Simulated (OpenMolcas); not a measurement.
# Run report: Mn³⁺ complex, multiconfigurational calculation (part 2 of 2)

Continued. System: Mn³⁺ with 6 ligands (Cl; octahedron, 2.316 Å), embedded in Cs2NaYCl6 by model potentials and point charges, whose field is part of the energies. Method: state-averaged CASSCF, active space 4 electrons in the shell 3d, basis ANO-RCC-VDZP on the metal and ANO-RCC-VDZP on the ligands, DKH2 scalar Hamiltonian, spin-orbit coupling by RASSI with atomic mean-field integrals (OpenMolcas).

**Log (extracts), continued**
```
--- RASSI ---
SPIN-FREE ENERGIES:
  (Shifted by EMIN (a.u.) =      -3923.9038828753)

 SF State       Relative EMIN(au)   Rel lowest level(eV)    D:o, cm**(-1)

     1             0.0000000000        0.0000000000              0.0000
     2             0.0000000000        0.0000000000              0.0000
     6             0.0591776635        1.6103062588          12987.9959
     7             0.0591776635        1.6103062588          12987.9959
     8             0.0591776635        1.6103062588          12987.9959
     3             0.0593004114        1.6136463985          13014.9359
     4             0.0593004114        1.6136463985          13014.9359
     5             0.0593004114        1.6136463985          13014.9359
     9             0.0957931810        2.6066652472          21024.1731
    10             0.0957931810        2.6066652472          21024.1731
    11             0.1058855371        2.8812922477          23239.1892
    12             0.1058855371        2.8812922477          23239.1892
    13             0.1058855371        2.8812922477          23239.1892
    14             0.1094796220        2.9790922795          24027.9997
    15             0.1094796220        2.9790922795          24027.9997
    16             0.1094796220        2.9790922795          24027.9997
    51             0.1112432664        3.0270834901          24415.0749
    52             0.1112432664        3.0270834901          24415.0749
    53             0.1112432664        3.0270834901          24415.0749
    54             0.1159930358        3.1563312994          25457.5288
    55             0.1159930358        3.1563312994          25457.5288
    17             0.1181444291        3.2148736923          25929.7050
    18             0.1197220591        3.2578031936          26275.9548
    19             0.1334527199        3.6314335081          29289.4865
    20             0.1334527199        3.6314335081          29289.4865
    56             0.1393508329        3.7919293383          30583.9727
    57             0.1470581094        4.0016550167          32275.5244
    58             0.1481857416        4.0323394502          32523.0110
    59             0.1481857416        4.0323394502          32523.0110
    60             0.1481857416        4.0323394502          32523.0110
    22             0.1513595852        4.1187041336          33219.5892
    23             0.1513595852        4.1187041336          33219.5892
    21             0.1513595852        4.1187041336          33219.5892
    24             0.1548232937        4.2129564447          33979.7853
    25             0.1548232937        4.2129564447          33979.7853
    26             0.1548232937        4.2129564447          33979.7853
    27             0.1551891483        4.2229118543          34060.0811
    28             0.1551891483        4.2229118543          34060.0811
    29             0.1551891483        4.2229118543          34060.0811
    61             0.1571078324        4.2751219091          34481.1836
Eigenvalues of complex Hamiltonian:
   -----------------------------------
  (Shifted by EMIN (a.u.) =      -3923.9038828753)

 SO State       Relative EMIN(au)   Rel lowest level(eV)    D:o, cm**(-1)

     1            -0.0001773756        0.0000000000              0.0000
     2            -0.0001396840        0.0010256409              8.2724
     3            -0.0001396840        0.0010256409              8.2724
     4            -0.0001396840        0.0010256409              8.2724
     5            -0.0001022787        0.0020434892             16.4819
     6            -0.0001022787        0.0020434892             16.4819
     7            -0.0000695351        0.0029344903             23.6683
     8            -0.0000695351        0.0029344903             23.6683
     9            -0.0000695351        0.0029344903             23.6683
    10            -0.0000367177        0.0038274949             30.8708
    11             0.0578753408        1.5796948883          12741.0985
    12             0.0584021088        1.5940289754          12856.7107
    13             0.0584021088        1.5940289754          12856.7107
    14             0.0584021088        1.5940289754          12856.7107
    15             0.0584113899        1.5942815283          12858.7477
    16             0.0584113899        1.5942815283          12858.7477
    17             0.0584113899        1.5942815283          12858.7477
    18             0.0584233120        1.5946059442          12861.3643
    19             0.0585770053        1.5987881507          12895.0961
    20             0.0585770053        1.5987881506          12895.0961
    21             0.0585770053        1.5987881506          12895.0961
    22             0.0596297833        1.6274357017          13126.1542
    23             0.0596297833        1.6274357017          13126.1542
    24             0.0596382834        1.6276670014          13128.0197
    25             0.0596382834        1.6276670014          13128.0197
    26             0.0596382834        1.6276670014          13128.0197
    27             0.0596652514        1.6284008382          13133.9385
    28             0.0596652514        1.6284008382          13133.9385
    29             0.0596652514        1.6284008382          13133.9385
    30             0.0597189331        1.6298615917          13145.7203
    31             0.0597189331        1.6298615917          13145.7203
    32             0.0604287337        1.6491762498          13301.5035
    33             0.0604287337        1.6491762498          13301.5035
    34             0.0604287337        1.6491762498          13301.5035
    35             0.0956776198        2.6083473025          21037.7398
    36             0.0956776198        2.6083473025          21037.7398
    37             0.0956776198        2.6083473025          21037.7398
    38             0.0957064687        2.6091323230          21044.0714
    39             0.0957064687        2.6091323230          21044.0714
    40             0.0957064687        2.6091323230          21044.0714
    41             0.1040841558        2.8371008001          22882.7612
Weights of the five most important spin-orbit-free states for each spin-orbit state.

 SO State  Total energy (au)           Spin-free states, spin, and weights
 -------------------------------------------------------------------------------------------------------
    1        -0.000177       2 2.0  0.4987    1 2.0  0.4987    6 1.0  0.0004    7 1.0  0.0004    8 1.0  0.0004
    2        -0.000140       2 2.0  0.9357    1 2.0  0.0624    5 2.0  0.0007    7 1.0  0.0004    6 1.0  0.0004
    3        -0.000140       1 2.0  0.9262    2 2.0  0.0718    4 2.0  0.0007    8 1.0  0.0004    7 1.0  0.0004
    4        -0.000140       1 2.0  0.5085    2 2.0  0.4896    3 2.0  0.0007    8 1.0  0.0004    6 1.0  0.0004
    5        -0.000102       1 2.0  0.4994    2 2.0  0.4994    6 1.0  0.0003    4 2.0  0.0003    8 1.0  0.0001
    6        -0.000102       2 2.0  0.4994    1 2.0  0.4994    7 1.0  0.0003    3 2.0  0.0003    8 1.0  0.0002
    7        -0.000070       2 2.0  0.9276    1 2.0  0.0716    8 1.0  0.0001    7 1.0  0.0001    5 2.0  0.0001
    8        -0.000070       2 2.0  0.5083    1 2.0  0.4909    8 1.0  0.0001    6 1.0  0.0001    4 2.0  0.0001
    9        -0.000070       1 2.0  0.9363    2 2.0  0.0629    6 1.0  0.0001    7 1.0  0.0001    4 2.0  0.0001
   10        -0.000037       1 2.0  0.4999    2 2.0  0.4999   16 1.0  0.0000   14 1.0  0.0000   15 1.0  0.0000
   11         0.057875       6 1.0  0.3244    7 1.0  0.3244    8 1.0  0.3244    5 2.0  0.0072    3 2.0  0.0072
   12         0.058402       5 2.0  0.3188    4 2.0  0.3133    3 2.0  0.3130    7 1.0  0.0263    6 1.0  0.0249
```

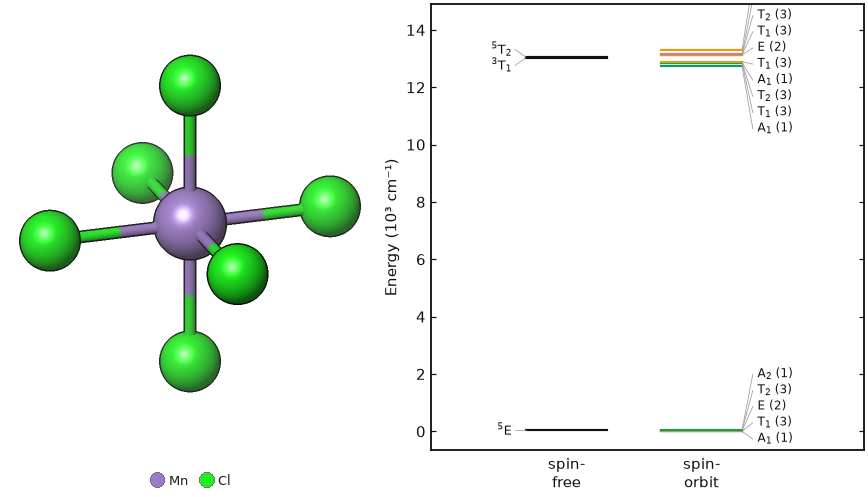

*Mn³⁺ (3d⁴) as a dopant in Cs₂NaYCl₆, a cluster with its 6 nearest Cl⁻ at 2.316 Å (octahedron) embedded in model potentials and point charges; the geometry was set, not optimised, and its levels. Labels give the representation in O, Td, D4 or D3 as the site allows (double group for half-integer spin) where it could be assigned and, in brackets, the degeneracy; spin-free states, where drawn, share the zero of the spin-orbit levels.*

The ground level is A₁, non-degenerate, 100 % from states of spin multiplicity 5. The next level lies at 8.3 cm⁻¹ (T₁). The lowest spin-free state is ⁵E; of the same spin there follows at 13,000 cm⁻¹ (⁵T₂) above it. The active orbitals hold 87 to 97 % metal character (Löwdin), and the Mulliken charge of the metal is +1.08.

**The input**
```
&GATEWAY
Basis set
Mn.ANO-RCC-VDZP.
Mn1 0.0 0.0 0.0 Angstrom
End of basis
Basis set
Cl.ANO-RCC-VDZP.
L1 2.316000 0.000000 0.000000 Angstrom
L2 0.000000 2.316000 0.000000 Angstrom
L3 0.000000 0.000000 2.316000 Angstrom
End of basis
Basis set
Na.EMB-AIMP.Al-Abdalla.7s4p.1s1p.ECP.Cs2NaYCl6.
PseudoCharge
* 3 symmetry-unique lattice sites within 7.6 angstrom
End of basis
Basis set
Cs.EMB-AIMP.Al-Abdalla.0s.0s.ECP.Cs2NaYCl6.
PseudoCharge
* 4 symmetry-unique lattice sites within 7.6 angstrom
End of basis
Basis set
Cl.EMB-AIMP.Al-Abdalla.0s.0s.ECP.Cs2NaYCl6.
PseudoCharge
* 12 symmetry-unique lattice sites within 7.6 angstrom
End of basis
Basis set
Y.EMB-AIMP.Al-Abdalla.0s.0s.ECP.Cs2NaYCl6.
PseudoCharge
* 6 symmetry-unique lattice sites within 7.6 angstrom
End of basis
Symmetry
XYZ
AngMom=0.0 0.0 0.0
AMFI
RICD
XField
1564 Angstrom 0
* Evjen-weighted lattice charges
&SEWARD
&RASSCF
FileOrb=start.orb
Symmetry=1
Spin=5
nActEl=4 0 0
Inactive=30 33
Ras2=5 0
CIRoot=5 5 1
SDav=5
CIMx=300
Iter=150 100
PrWF=0.3
OrbListing=Nothing
MaxOrb=0
LevShft=1.0
>>> COPY $Project.JobIph JOB001
&RASSCF
FileOrb=start.orb
Symmetry=1
Spin=3
nActEl=4 0 0
Inactive=30 33
Ras2=5 0
CIRoot=45 45 1
SDav=45
CIMx=300
Iter=150 100
PrWF=0.3
OrbListing=Nothing
MaxOrb=0
LevShft=1.0
>>> COPY $Project.JobIph JOB002
&RASSCF
FileOrb=start.orb
Symmetry=1
Spin=1
nActEl=4 0 0
Inactive=30 33
Ras2=5 0
CIRoot=50 50 1
SDav=50
CIMx=300
Iter=150 100
PrWF=0.3
OrbListing=Nothing
MaxOrb=0
LevShft=1.0
>>> COPY $Project.JobIph JOB003
&RASSI
NrOfJobIphs=3 5 45 50
1 2 3 4 5
1 2 3 4 5 6 7 8 9 10 11 12 13 14 15 16 17 18 19 20 21 22 23 24 25 26 27
28 29 30 31 32 33 34 35 36 37 38 39 40 41 42 43 44 45
1 2 3 4 5 6 7 8 9 10 11 12 13 14 15 16 17 18 19 20 21 22 23 24 25 26 27
28 29 30 31 32 33 34 35 36 37 38 39 40 41 42 43 44 45 46 47 48 49 50
IphNames
JOB001
JOB002
JOB003
EJob
SpinOrbit
DIPRint=1.0
SOCoupling=1000.0
Subsets=2
Property=9
'ANGMOM' 1 'ANGMOM' 2 'ANGMOM' 3 'MLTPL  1' 1 'MLTPL  1' 2 'MLTPL  1' 3
'AMFI' 1 'AMFI' 2 'AMFI' 3
SOProperty=3
'ANGMOM' 1 'ANGMOM' 2 'ANGMOM' 3
```

The file start.orb holds starting orbitals from an earlier step. A driver script formed the levels outside the program, from RASSI's spin-orbit matrix and the active-space energies, averaged over the components of each term or state.

Command:
```bash
OMP_NUM_THREADS=1 MOLCAS_MEM=2457 MOLCAS_PROJECT=a pymolcas a.inp > a.log  # once for each step of the input, in one work folder
```

**Key numbers**

```
                                 quantity                                                                 value
                                  outcome                                                             converged
      energy of the lowest spin-free term                                                   −3923.90388 hartree
    energy of the lowest spin-orbit level                                                   −3923.90406 hartree
largest spread among components of a term                                                              0.0 cm⁻¹
                                 hardware  1 thread of Arm Neoverse V1, 24 GiB of memory available, shared host
                                wall time                                                                  61 s
                              peak memory                                                              0.18 GiB
```

**Notes**

Without dynamic correlation the splittings between terms come out too large, often by 20 to 50 %. Limits: orbital doublet at a regular site, Jahn-Teller distortion not allowed for; small active space favours high spin, ground spin may be wrong; the geometry is set by hand, with no relaxation.
